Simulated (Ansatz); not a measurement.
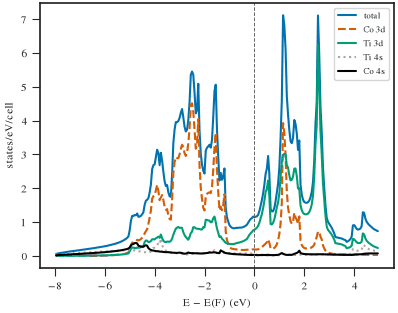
*Total and projected density of states of TiCo (CsCl type, Pm-3m), r²SCAN (plane waves, PAW; program Ansatz)*

Question: Which orbitals carry the states next to the Fermi level?

Answer: Within 0.5 eV of the Fermi level: Ti 3d 69 %, Co 3d 17 %, outside the projected shells 9 %. Projections are on Löwdin-orthogonalised atomic valence shells; empty p or d shells of many metals are not among them.

Question: Where is the tallest occupied peak in this window, and what makes it?

Answer: Near -2.5 eV, about 5.5 states/eV per cell; the largest projected share is Co 3d.

The cell was relaxed with r²SCAN under the symmetry of its start, as lowered by the spin order. Spin order of the final state: ferrimagnetic, chosen from 4 collinear starts compared on coarse meshes (ties went to the first, and starts can fall back to one state), not a proven ground state. Other orbital occupations within this spin state were not tried.

Potentials: the later of the program's two PAW sets.
